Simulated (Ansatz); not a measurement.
# WS: magnetic order and moments

The task, for WS: relax the cell, then find which magnetic order is lowest, then follow the energy without spin against volume.

Method: DFT PBEsol, scalar-relativistic, plane waves, PAW, in Ansatz 0.2.0.

**1. The structure to begin with**

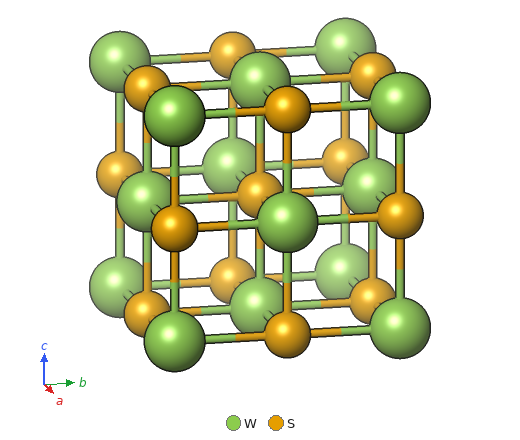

The starting structure, seen slightly off an axis (tungsten green, sulfur amber). Atoms on the faces are drawn again on the opposite ones. The cell drawn here is the conventional one.

Coordinates:

```cif
data_structure
_symmetry_space_group_name_H-M 'P 1'
_symmetry_Int_Tables_number 1
_cell_length_a 3.3745
_cell_length_b 3.3745
_cell_length_c 3.3745
_cell_angle_alpha 60.000
_cell_angle_beta 60.000
_cell_angle_gamma 60.000
_cell_volume 27.17
loop_
_atom_site_label
_atom_site_type_symbol
_atom_site_fract_x
_atom_site_fract_y
_atom_site_fract_z
_atom_site_occupancy
W1 W 0.00000 0.00000 0.00000 1
S1 S 0.50000 0.50000 0.50000 1
```

This is a hypothetical structure, made by putting the elements on a prototype's sites.

**2. Quick check of gap, pressure and forces**

The input, input.yaml:

```yaml
crystal:
  lattice:
    - [0.0, 2.3861270888, 2.3861270888]
    - [2.3861270888, 0.0, 2.3861270888]
    - [2.3861270888, 2.3861270888, 0.0]
  atoms:
    - { symbol: W, position: [0.0, 0.0, 0.0], spin: 1.0 }
    - { symbol: S, position: [0.5, 0.5, 0.5] }
basis:
  ecutwfc: 420
kpoints:
  mp_grid: { grid: [6, 6, 6] }
hamiltonian:
  xc: pbesol
scf:
  occupations: { method: gaussian, width: 0.1 }
  lower_state_search: "off"
output:
  forces: true
  stress: true
  eigenvalues: true
  populations: true
magnetization:
  spin_polarized: true
```

The run is started by

```bash
$ ansatz run input.yaml --threads 1 --pin off --max-ram 2560MiB --backend cpu --events-out ev --progress --plain --runs-dir out
```

Output (excerpt; [...] marks lines left out):

```text
Warning: RAYON_NUM_THREADS=1 ignored (pool sized by the plan → 1); use --threads N
[...]
Pseudopotentials: kind: paw
Pseudopotential: W, paw, valence charge 14, recommended cutoff 420 eV (normal), W.paw.azcp
Pseudopotential: S, paw, valence charge 6, recommended cutoff 420 eV (normal), S.paw.azcp
Functional definition: PBEsol
[...]
Crystal: 2 atoms, lattice volume = 27.171 Å³
Basis set: ecut = 420 eV, 531 PW (Γ), exchange–correlation on 48×48×48 points (8 copies of the dense FFT grid, shifted against one another)
Bands: 15, of which v1, the nominal top of the filled ones, is band 10 counted from 1 (9 counted from 0)
Symmetry: 48 space group operations
Space group: Fm-3m (ITA 225), of the structure as read, at distance tolerance 3.0e-5 Å
Magnetic group: BNS 225.116 (UNI 1618), of the structure as read, at distance tolerance 3.0e-5 Å
k-points: 16 of 216
[...]
Starting moments: Σ|m| = 1 μB on 1 of 2 sites
[...]
SCF iter   1: F=—  HF=-11140.119436 eV  |F-HF|=—  |Δ(HF+E_count)|=         —  Δρ=3.78e-2 (↑3.78e-2 ↓2.58e-2)  dr2=2.93e-1  dr2_m=1.97e-1  M=0.484 μB ∫|m|=0.484 μB  β_m=0.30  ethr=1.45e-3  ⟨swp⟩=1.0  Hψ=3438  notcnv=0
[...]
spin-set hold released at iteration 8 (site moments contracting): the magnetisation degrees of freedom join the quasi-Newton model from the next iteration; the mixer history was flushed
[...]
SCF iter  16: F=-11140.117031 eV  HF=-11140.117031 eV  |F-HF|=2.18e-11  |Δ(HF+E_count)|=   1.17e-9  Δρ=3.08e-7 (↑2.53e-7 ↓3.08e-7)  dr2=1.83e-11  dr2_m=1.52e-11  M=-0.000 μB ∫|m|=0.000 μB  ethr=4.21e-12  ⟨swp⟩=1.0  Hψ=1393  notcnv=0
WARN: the starting moments were not kept: the SCF closed with an absolute magnetisation of 9.7e-6 μB, where they sum to 1 μB in size (1 site). That is at most 0.1 of that sum. Measured as dr2_m measures the in/out step, that magnetisation stands 1.8e-11 eV from none, at or under the [...]
SCF converged after 16 iterations
Magnetization: -0.0000 μB (10.0000 up, 10.0000 down)
Absolute magnetization: 0.0000 μB (∫|ρ↑−ρ↓|, with the PAW one-centre terms)
Spin contamination: 0.0000 ħ² per cell (⟨S²⟩ above its minimum at these occupations)
Per-site moments (μB) at R_I (Å): [(-5.838735075607132e-6, 0.98427742413), (-8.402629633490303e-7, 0.98427742413)]
Free energy (F): -11140.117031 eV
[...]
E sigma→0 (E₀):  -11140.110258 eV
Entropy (-TS):   -0.013546 eV (-6.773 meV/atom)
Fermi energy:    20.428549 eV
[...]
--- Forces (eV/Å), atoms counted from 1 ---
  atom   1  W     -0.00000000     0.00000000     0.00000000
  atom   2  S      0.00000000    -0.00000000    -0.00000000
[...]
--- Stress (GPa, compression-positive) ---
       20.870580      -0.000000      -0.000000
       -0.000000      20.870580       0.000000
        0.000000       0.000000      20.870580
  P = ⅓ Tr σ = 20.8706 GPa (208.706 kbar)
--- Band table (eV; the first three rows and the last of 32) ---
  k-point 0 ↑: bands = ["-54.3150", "-18.5943", "-18.5943", "-18.5943", "2.3003", "16.8901", "16.8901", "16.8901", "17.0874", "17.0874", "17.0874", "17.7631", "17.7631", "23.5184", "28.2213"]
[...]
--- Löwdin populations: 2 sites ---
  site symbol       q [e]    m [muB]
     0      W     13.8893    -0.0000
     1      S      5.8441    -0.0000
  spilling = 0.013333 (of n_electrons = 20.000000)
```

Run time: 1.3 s. Hardware: 1 thread of Intel Xeon 6975P-C (Granite Rapids), shared host; peak memory 0.31 GiB.

Per atom:

```csv
atom,Löwdin electrons
W1,13.89
S2,5.84
```

The Löwdin counts miss 0.27 of the 20 electrons, which the atomic orbitals do not span, so they are no charges.

From the probe: pressure 20.9 GPa, largest force 0.00 eV/Å, gap on this mesh none (metal). With stress or forces this large, a rough relaxation on a coarse mesh goes ahead of the careful one.

**3. Coarse relaxation**

The input, input.yaml:

```yaml
crystal:
  lattice:
    - [0.0, 2.3861270888, 2.3861270888]
    - [2.3861270888, 0.0, 2.3861270888]
    - [2.3861270888, 2.3861270888, 0.0]
  atoms:
    - { symbol: W, position: [0.0, 0.0, 0.0] }
    - { symbol: S, position: [0.5, 0.5, 0.5] }
basis:
  ecutwfc: 420
kpoints:
  mp_grid: { grid: [8, 8, 8] }
hamiltonian:
  xc: pbesol
scf:
  occupations: { method: gaussian, width: 0.1 }
output:
  forces: true
  stress: true
  eigenvalues: true
relax:
  adjacent_minimum: "off"
  f_tol: 0.05
  max_steps: 80
  cell: { stress_tol: 0.5 }
```

The run is started by

```bash
$ ansatz run input.yaml --threads 1 --pin off --max-ram 2560MiB --backend cpu --events-out ev --progress --plain --runs-dir out
```

Output (excerpt; [...] marks lines left out):

```text
Warning: RAYON_NUM_THREADS=1 ignored (pool sized by the plan → 1); use --threads N
[...]
[... 4 set-up lines as earlier in the session ...]
[...]
Crystal: 2 atoms, lattice volume = 27.171 Å³
Basis set: ecut = 420 eV, 531 PW (Γ), exchange–correlation on 48×48×48 points (8 copies of the dense FFT grid, shifted against one another)
Bands: 14, of which v1, the nominal top of the filled ones, is band 10 counted from 1 (9 counted from 0)
[... 2 set-up lines as earlier in the session ...]
k-points: 29 of 512
[...]
SCF iter   1: F=—  HF=-11140.120543 eV  |F-HF|=—  |Δ(HF+E_count)|=         —  Δρ=7.42e-3  dr2=2.22e-2  ethr=1.77e-3  ⟨swp⟩=5.0  Hψ=2314  notcnv=0
[...]
--- Stress (GPa, compression-positive) ---
       -0.183940       0.000000       0.000000
        0.000000      -0.183940       0.000000
        0.000000       0.000000      -0.183940
  P = ⅓ Tr σ = -0.1839 GPa (-1.839 kbar)
--- Band table (eV; the first three rows and the last of 29) ---
  k-point 0: bands = ["-56.0590", "-20.3121", "-20.3121", "-20.3121", "1.1576", "15.1672", "15.1672", "15.1672", "15.7346", "15.7346", "15.7346", "16.3168", "16.3168", "20.9538"]
[...]
--- Relaxed structure (3 steps of the walk, 3 accepted, 1 SCFs on fresh bases) ---
  F+E_penalty+E_count = -11140.24041989 eV   max|allowed force component| = 1.150e-30 eV/Å   (the final SCF, on the basis selected at the relaxed cell)
  cell:  # Å, volume = 29.3785 Å³
    - [5.398755658721415e-33, 2.4490622252661733, 2.4490622252661733]
    - [2.4490622252661733, 5.920185380720564e-33, 2.4490622252661733]
    - [2.4490622252661733, 2.4490622252661733, 1.4339192956245333e-33]
  atoms:
    - { symbol: W, position: [-1.2107045471889236e-34, 9.416590922580503e-35, 4.035681823963002e-35] }
    - { symbol: S, position: [0.5, 0.5, 0.5] }
```

Run time: 2.5 s. Hardware: 1 thread of Intel Xeon 6975P-C (Granite Rapids), shared host; peak memory 0.33 GiB.

Step by step:

| step | E - E(step 1) (eV/cell) | largest force component (eV/Å) | pressure (GPa) | volume (Å³) |
| --- | --- | --- | --- | --- |
| 1 | 0.0000 | 0.0000 | 19.94 | 27.17 |
| 2 | -0.1247 | 0.0000 | -1.43 | 29.55 |
| 3 | -0.1256 | 0.0000 | -0.19 | 29.38 |
| 4 | -0.1262 | 0.0000 | -0.18 | 29.38 |

Step 1 is the start. Step 4 repeats the geometry before it on a plane-wave basis chosen anew for that cell, so its energy need not be comparable with the rows above.

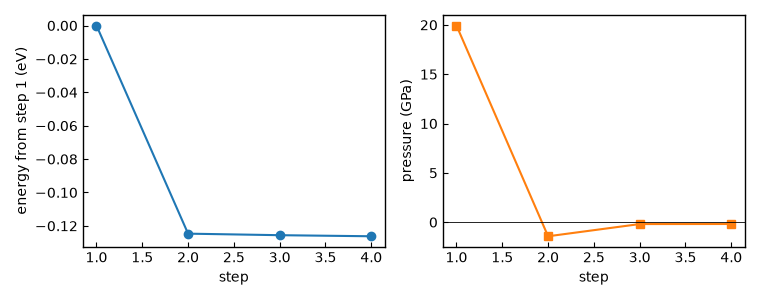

Energy and pressure along the relaxation.

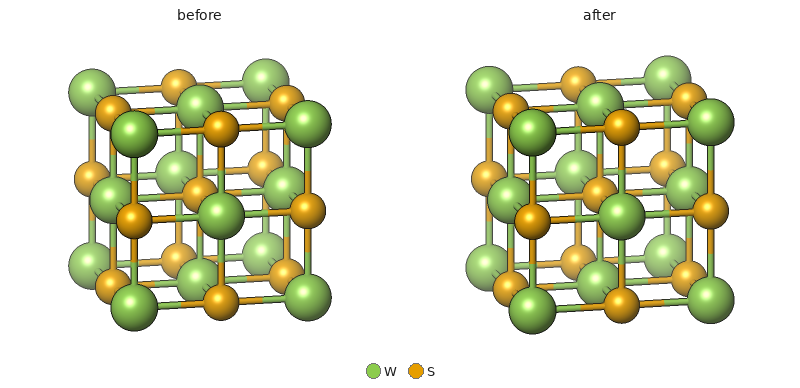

Before and after, at one scale. The change is too small to see at this scale.

Lengths and angles in the start's conventional setting:

|  | before | after | change |
| --- | --- | --- | --- |
| a (Å) | 4.772 | 4.898 | +2.6 % |
| b (Å) | 4.772 | 4.898 | +2.6 % |
| c (Å) | 4.772 | 4.898 | +2.6 % |
| volume (Å³/atom) | 13.59 | 14.69 | +8.1 % |
| shortest distance (Å) | 2.386 | 2.449 | +2.6 % |
| space group (0.01 Å) | Fm-3m | Fm-3m | same |

The run keeps the 48 symmetry operations of the start, so it could not have lowered the symmetry.

**4. Full relaxation**

The input, input.yaml:

```yaml
crystal:
  lattice:
    - [0.0, 2.4490622253, 2.4490622253]
    - [2.4490622253, 0.0, 2.4490622253]
    - [2.4490622253, 2.4490622253, 0.0]
  atoms:
    - { symbol: W, position: [0.0, 0.0, 0.0] }
    - { symbol: S, position: [0.5, 0.5, 0.5] }
basis:
  ecutwfc: 420
kpoints:
  mp_grid: { grid: [14, 14, 14] }
hamiltonian:
  xc: pbesol
scf:
  occupations: { method: gaussian, width: 0.1 }
output:
  forces: true
  stress: true
  eigenvalues: true
  write_density: true
  write_potential: true
  elf: true
  volumetric_format: npy
relax:
  adjacent_minimum: "off"
  f_tol: 0.01
  max_steps: 80
  cell: { stress_tol: 0.05 }
```

The run is started by

```bash
$ ansatz run input.yaml --threads 1 --pin off --max-ram 2560MiB --backend cpu --events-out ev --progress --plain --runs-dir out
```

Output (excerpt; [...] marks lines left out):

```text
Warning: RAYON_NUM_THREADS=1 ignored (pool sized by the plan → 1); use --threads N
[...]
[... 4 set-up lines as earlier in the session ...]
[...]
Crystal: 2 atoms, lattice volume = 29.378 Å³
Basis set: ecut = 420 eV, 537 PW (Γ), exchange–correlation on 48×48×48 points (8 copies of the dense FFT grid, shifted against one another)
Bands: 14, of which v1, the nominal top of the filled ones, is band 10 counted from 1 (9 counted from 0)
[... 1 set-up line as earlier in the session ...]
Space group: Fm-3m (ITA 225), of the structure as read, at distance tolerance 3.1e-5 Å
k-points: 104 of 2744
[...]
SCF iter   1: F=—  HF=-11140.231076 eV  |F-HF|=—  |Δ(HF+E_count)|=         —  Δρ=8.07e-3  dr2=3.13e-2  ethr=1.77e-3  ⟨swp⟩=5.0  Hψ=8418  notcnv=0
[...]
--- Stress (GPa, compression-positive) ---
       -0.038057      -0.000000      -0.000000
       -0.000000      -0.038057      -0.000000
       -0.000000      -0.000000      -0.038057
  P = ⅓ Tr σ = -0.0381 GPa (-0.381 kbar)
--- Band table (eV; the first three rows and the last of 104) ---
  k-point 0: bands = ["-56.1013", "-20.3525", "-20.3525", "-20.3525", "1.1552", "15.1602", "15.1602", "15.1602", "15.7101", "15.7101", "15.7101", "16.2898", "16.2898", "20.9288"]
[...]
--- Relaxed structure (2 steps of the walk, 2 accepted, 1 SCFs on fresh bases) ---
  F+E_penalty+E_count = -11140.22291170 eV   max|allowed force component| = 1.545e-30 eV/Å   (the final SCF, on the basis selected at the relaxed cell)
  cell:  # Å, volume = 29.4091 Å³
    - [-4.199879003122973e-35, 2.4499136090586786, 2.4499136090586786]
    - [2.4499136090586786, -3.8215290246716924e-35, 2.4499136090586786]
    - [2.4499136090586786, 2.4499136090586786, -4.199879003122973e-35]
  atoms:
    - { symbol: W, position: [-1.4744903614213883e-35, 2.703232329272546e-35, 9.010774430908488e-36] }
    - { symbol: S, position: [0.5, 0.5, 0.5] }
```

Wall time 5.8 s (1 thread of Intel Xeon 6975P-C (Granite Rapids), shared host); peak memory 0.38 GiB.

The steps of the relaxation:

```csv
step,energy from step 1 (eV/cell),largest force component (eV/Å),pressure (GPa),volume (Å³)
1,0.0000,0.0000,0.19,29.38
2,0.0000,0.0000,-0.04,29.41
3,0.0000,0.0000,-0.04,29.41
```

Step 1 is the start. Step 3 repeats the geometry before it on a plane-wave basis chosen anew for that cell, so its energy need not be comparable with the rows above.

Lengths and angles in the start's conventional setting:

|  | before | after | change |
| --- | --- | --- | --- |
| a (Å) | 4.898 | 4.900 | 0.0 % |
| b (Å) | 4.898 | 4.900 | 0.0 % |
| c (Å) | 4.898 | 4.900 | 0.0 % |
| volume (Å³/atom) | 14.69 | 14.70 | +0.1 % |
| shortest distance (Å) | 2.449 | 2.450 | 0.0 % |
| space group (0.01 Å) | Fm-3m | Fm-3m | same |

The run keeps the 48 symmetry operations of the start, so it could not have lowered the symmetry.

The maps below are laid out on this run's own conventional cell (a, b, c = 4.900, 4.900, 4.900 Å).

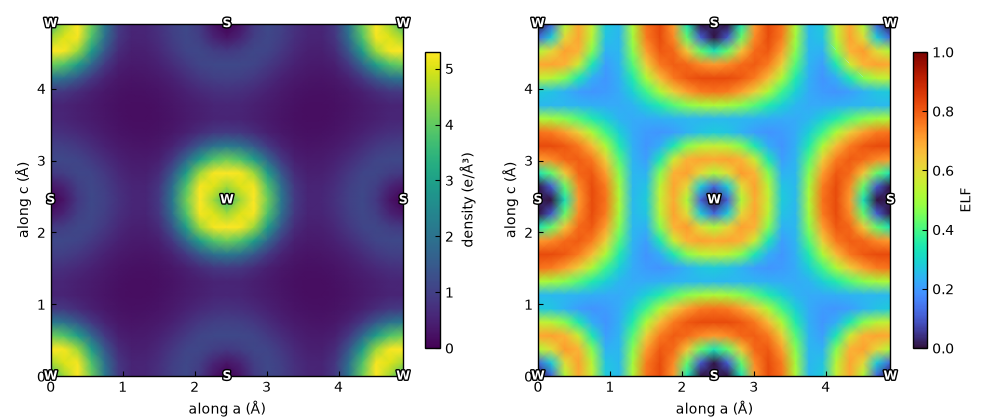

Density (left) and ELF (right) in a lattice plane of the grid's cell (edges 4.90 and 4.90 Å, at 0.000 of the third edge), which holds W and S. Only atoms in the plane are labelled. Both are smooth fields of the valence electrons: close to the nuclei they are not physical.

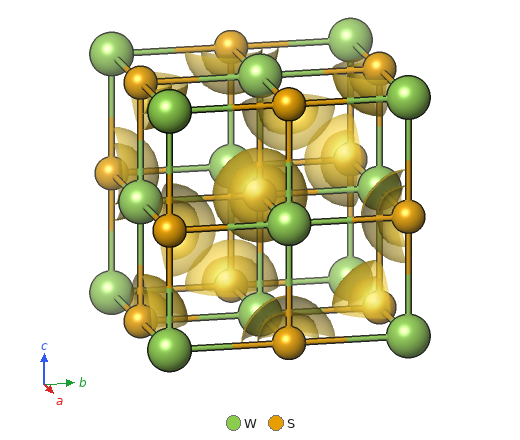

Surface of ELF = 0.76, drawn in one cell.

Maxima of ELF outside the ion cores: 0.82 in the shell around S, 0.8 Å from S.

**5. Magnetic start: large parallel starting moments**

The input, input.yaml:

```yaml
crystal:
  lattice:
    - [0.0, 2.4499136091, 2.4499136091]
    - [2.4499136091, 0.0, 2.4499136091]
    - [2.4499136091, 2.4499136091, 0.0]
  atoms:
    - { symbol: W, position: [0.0, 0.0, 0.0], spin: 2.5 }
    - { symbol: S, position: [0.5, 0.5, 0.5] }
basis:
  ecutwfc: 420
kpoints:
  mp_grid: { grid: [14, 14, 14] }
hamiltonian:
  xc: pbesol
scf:
  occupations: { method: gaussian, width: 0.1 }
  lower_state_search: "off"
output:
  forces: true
  stress: true
  eigenvalues: true
  populations: true
magnetization:
  spin_polarized: true
```

The run is started by

```bash
$ ansatz run input.yaml --threads 1 --pin off --max-ram 2560MiB --backend cpu --events-out ev --progress --plain --runs-dir out
```

Output (excerpt; [...] marks lines left out):

```text
Warning: RAYON_NUM_THREADS=1 ignored (pool sized by the plan → 1); use --threads N
[...]
[... 4 set-up lines as earlier in the session ...]
[...]
Crystal: 2 atoms, lattice volume = 29.409 Å³
Basis set: ecut = 420 eV, 561 PW (Γ), exchange–correlation on 48×48×48 points (8 copies of the dense FFT grid, shifted against one another)
Bands: 16, of which v1, the nominal top of the filled ones, is band 10 counted from 1 (9 counted from 0)
[... 2 set-up lines as earlier in the session ...]
Magnetic group: BNS 225.116 (UNI 1618), of the structure as read, at distance tolerance 3.1e-5 Å
k-points: 104 of 2744
[...]
Starting moments: Σ|m| = 2.5 μB on 1 of 2 sites
[...]
WARN: the starting moments were not kept: the SCF closed with an absolute magnetisation of 3.0e-6 μB, where they sum to 2.5 μB in size (1 site). That is at most 0.1 of that sum. Measured as dr2_m measures the in/out step, that magnetisation stands 1.8e-12 eV from none, at or under the [...]
Spin contamination: 0.0000 ħ² per cell (⟨S²⟩ above its minimum at these occupations)
Per-site moments (μB) at R_I (Å): [(1.925579303087033e-6, 1.01058936375375), (3.564072845073702e-7, 1.01058936375375)]
Free energy (F): -11140.222912 eV
[...]
E sigma→0 (E₀):  -11140.216858 eV
Entropy (-TS):   -0.012108 eV (-6.054 meV/atom)
Fermi energy:    18.573736 eV
[...]
--- Forces (eV/Å), atoms counted from 1 ---
  atom   1  W     -0.00000000    -0.00000000    -0.00000000
  atom   2  S      0.00000000     0.00000000     0.00000000
[...]
--- Stress (GPa, compression-positive) ---
       -0.038062      -0.000000       0.000000
       -0.000000      -0.038062       0.000000
        0.000000       0.000000      -0.038062
  P = ⅓ Tr σ = -0.0381 GPa (-0.381 kbar)
--- Band table (eV; the first three rows and the last of 208) ---
  k-point 0 ↑: bands = ["-56.1013", "-20.3525", "-20.3525", "-20.3525", "1.1552", "15.1602", "15.1602", "15.1602", "15.7101", "15.7101", "15.7101", "16.2898", "16.2898", "20.9288", "26.5683", "31.7847"]
[...]
--- Löwdin populations: 2 sites ---
  site symbol       q [e]    m [muB]
     0      W     13.8225     0.0000
     1      S      5.9347     0.0000
  spilling = 0.012142 (of n_electrons = 20.000000)
```

It took 6.8 s on 1 thread of Intel Xeon 6975P-C (Granite Rapids), shared host; peak memory 0.39 GiB.

This run gives -5570.1084 eV/atom at zero smearing, pressure -0.04 GPa and no gap on the mesh. The moments have vanished. The log warns that the starting moments were lost.

**6. Magnetic start: antiferromagnetic, doubled cell, propagation vector (0, 0, 1/2)**

The input, input.yaml:

```yaml
crystal:
  lattice:
    - [0.0, 2.4499136091, 2.4499136091]
    - [2.4499136091, 0.0, 2.4499136091]
    - [4.8998272181, 4.8998272181, 0.0]
  atoms:
    - { symbol: W, position: [1.0, 0.0, 0.0], spin: 1.0 }
    - { symbol: S, position: [0.5, 0.5, 0.25] }
    - { symbol: W, position: [1.0, 0.0, 0.5], spin: -1.0 }
    - { symbol: S, position: [0.5, 0.5, 0.75] }
basis:
  ecutwfc: 420
kpoints:
  mp_grid: { grid: [14, 14, 7] }
hamiltonian:
  xc: pbesol
scf:
  occupations: { method: gaussian, width: 0.1 }
  lower_state_search: "off"
output:
  forces: true
  stress: true
  eigenvalues: true
  populations: true
magnetization:
  spin_polarized: true
```

The run is started by

```bash
$ ansatz run input.yaml --threads 1 --pin off --max-ram 2560MiB --backend cpu --events-out ev --progress --plain --runs-dir out
```

Output (excerpt; [...] marks lines left out):

```text
Warning: RAYON_NUM_THREADS=1 ignored (pool sized by the plan → 1); use --threads N
[...]
[... 4 set-up lines as earlier in the session ...]
[...]
Crystal: 4 atoms, lattice volume = 58.818 Å³
Basis set: ecut = 420 eV, 1141 PW (Γ), exchange–correlation on 48×48×96 points (8 copies of the dense FFT grid, shifted against one another)
Bands: 26, of which v1, the nominal top of the filled ones, is band 20 counted from 1 (19 counted from 0)
Symmetry: 12 space group operations
Space group: R-3m (ITA 166), of the structure as read, at distance tolerance 3.9e-5 Å
Magnetic group: BNS 166.102 (UNI 1332), of the structure as read, at distance tolerance 3.9e-5 Å
k-points: 144 of 1372
[...]
Starting moments: Σ|m| = 2 μB on 2 of 4 sites
Starting magnetic order: antiferromagnet; a translation exchanges its spin sublattices: spin-degenerate at every k-point
[...]
WARN: the starting moments were not kept: the SCF closed with an absolute magnetisation of 7.8e-6 μB, where they sum to 2 μB in size (2 sites). That is at most 0.1 of that sum. Measured as dr2_m measures the in/out step, that magnetisation stands 8.7e-12 eV from none, at or under the [...]
Per-site moments (μB) at R_I (Å): [(3.866661516124005e-7, 1.010589363746875), (-1.8147424992477877e-23, 1.010589363746875), (-3.866661516124005e-7, 1.010589363746875), (-1.770658707051606e-23, 1.010589363746875)]
Free energy (F): -22280.445823 eV
[...]
E sigma→0 (E₀):  -22280.433715 eV
Entropy (-TS):   -0.024216 eV (-6.054 meV/atom)
Fermi energy:    18.573737 eV
[...]
--- Forces (eV/Å), atoms counted from 1 ---
  atom   1  W      0.00000000    -0.00000000     0.00000000
  atom   2  S      0.00000000     0.00000000    -0.00000000
  atom   3  W     -0.00000000     0.00000000     0.00000000
  atom   4  S     -0.00000000    -0.00000000     0.00000000
[...]
--- Stress (GPa, compression-positive) ---
       -0.038057      -0.000000       0.000000
       -0.000000      -0.038057       0.000000
        0.000000       0.000000      -0.038057
  P = ⅓ Tr σ = -0.0381 GPa (-0.381 kbar)
--- Band table (eV; the first three rows and the last of 288) ---
[... band rows left out ...]
[...]
--- Löwdin populations: 4 sites ---
  site symbol       q [e]    m [muB]
     0      W     13.8225     0.0000
     1      S      5.9347     0.0000
     2      W     13.8225    -0.0000
     3      S      5.9347     0.0000
  spilling = 0.012142 (of n_electrons = 40.000000)
```

Run time: 15 s. Hardware: 1 thread of Intel Xeon 6975P-C (Granite Rapids), shared host; peak memory 0.55 GiB.

Result: -5570.1084 eV/atom at zero smearing, pressure -0.04 GPa and no gap on the mesh. The moments have vanished. The log warns that the starting moments were lost.

**7. The magnetic starts in order of energy**

All runs keep the base geometry. A propagation vector, in units of the reciprocal vectors, doubles the cell. Energies are extrapolated to zero smearing. Site moments are spin moments in atom-centred spheres that scale with the neighbour distance.

```csv
start,ends,energy above the lowest (meV/atom),site moments (μB),gap on the mesh (eV),pressure (GPa),CPU time
no spin,non-magnetic (imposed),0.00,none,metal,0.0,5.8 s
large parallel starting moments,non-magnetic,0.00,none over 0.05,metal,0.0,6.8 s
"antiferromagnetic, doubled cell, propagation vector (0, 0, 1/2)",non-magnetic,0.00,none over 0.05,metal,0.0,15 s
```

(Part 1 of 2 ends here.)
